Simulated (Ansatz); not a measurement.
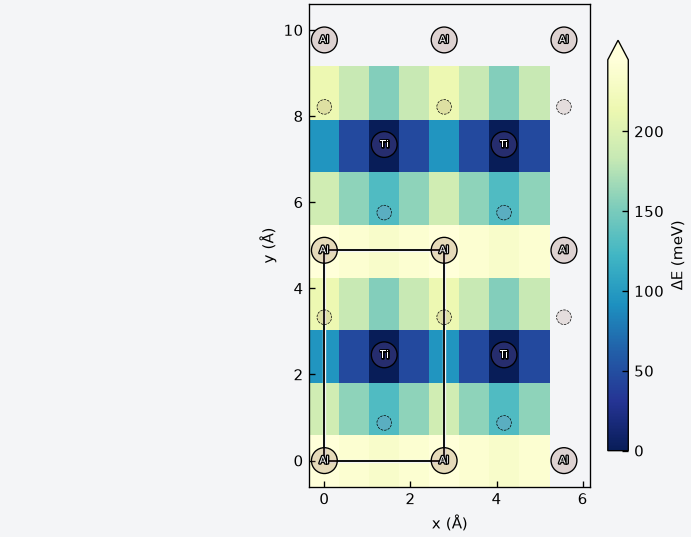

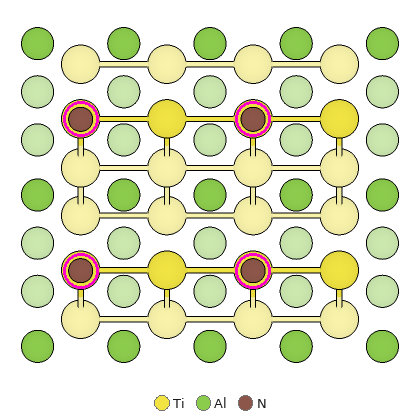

Energy landscape of N₂ on a TiAl(101) slab cut from the P4/mmm phase, its upper half relaxed before the scan (12 atoms of substrate and one adsorbate in a 2 × 1 cell). N2 is moved over the surface cell at a fixed height above a rigid substrate; the origin of the map has the adsorbate above Al11; the height is held at 3.00 Å. Places are given modulo a cell vector. The map is drawn in real space over the plane of the surface. Grid: 4 × 4 points; 12 points were computed and 4 follow by symmetry. Places are given in fractions of the 1 × 1 surface cell. Energies are in meV, from the lowest grid point. At a fixed height the lowest place need not be the adsorption site. Method: DFT PBE+D3(BJ), scalar-relativistic, plane waves, PAW (Ansatz). Settings: cutoff 420 eV, k-mesh 5×6×1, gaussian smearing 0.1 eV, no spin polarisation.

Drawn: one coloured cell a grid point, labelled circles for the atoms of the top layer and small ones for the second layer, the outline of one cell of the 2 × 2 shown, one colour for all values above the top of the scale. The second picture is the structure at the lowest point; rings mark the moved atoms.

Where are the lowest and the highest points?

The lowest grid point is at the top site over a surface Ti atom, (2/4, 2/4) of the cell vectors. The highest grid point, the top site over a surface Al atom, (0/4, 0/4) of the cell vectors, lies 245 meV above the lowest.

Time for the 12 points that were run: 6.5 min on 4 threads of Arm Neoverse N1 (shared host).

PAW datasets: the set soft_1.
